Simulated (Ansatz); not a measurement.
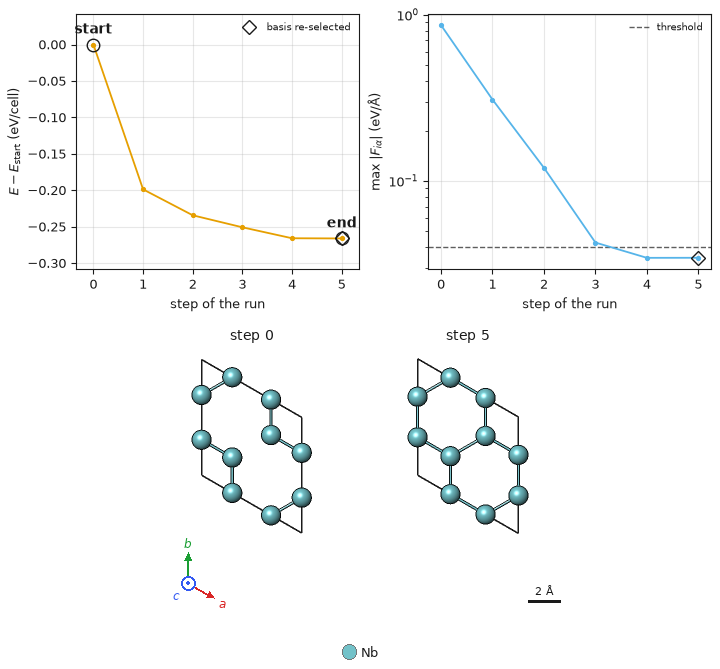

First and last geometry of a relaxation of a free-standing layer of Nb (a generated structure, set up in P6/mmm) (coarse preliminary run), with the history of the run. A ball-and-stick model of the cell of the calculation, outlined in the plane, without the vacuum, seen along the c axis.

Theory: DFT PBE, scalar-relativistic, plane waves, PAW (Ansatz 0.2.0). Settings: plane-wave cutoff 420 eV; k-point mesh 3 × 3 × 1; occupations gaussian; smearing width 0.1 eV; no spin polarisation; cell and atoms relaxed; force threshold 0.04 eV/Å; at most 70 steps.

### Did the run converge, and what did it change?

It converged. The largest moves relative to the cell and the layer's centre, 0.14 Å, are those of Nb atoms. In the plane the drawn cell goes a 7.408 → 7.458 Å (+0.7 %), b 7.408 → 7.458 Å (+0.7 %). Among the contacts that change: Nb–Nb 2.871 → 2.600 Å, Nb–Nb 2.269 → 2.429 Å. After 4 accepted moves (5 points after the start) the energy has fallen by 0.266 eV per cell of the calculation. Largest force component: 0.87 eV/Å at the start, 0.034 eV/Å at the end. At 1 point the geometry stayed and the basis and grid were re-selected for the new cell (energy shift of 0.3 meV per cell of the calculation at most each time). The program noted that it reset the height of the cell. The run took 3.9 min on 1 thread of Intel(R) Xeon(R) Processor @ 2.50GHz (Skylake/Cascade Lake) (shared host), peak memory 0.95 GiB.

```csv
step,"E − E(0), meV/atom","largest force component, eV/Å",note
0,0.00,0.8657,
1,-33.12,0.3086,
2,-39.05,0.1199,
3,-41.80,0.0425,
4,-44.31,0.0344,
5,-44.35,0.0345,"same geometry, new basis"
```
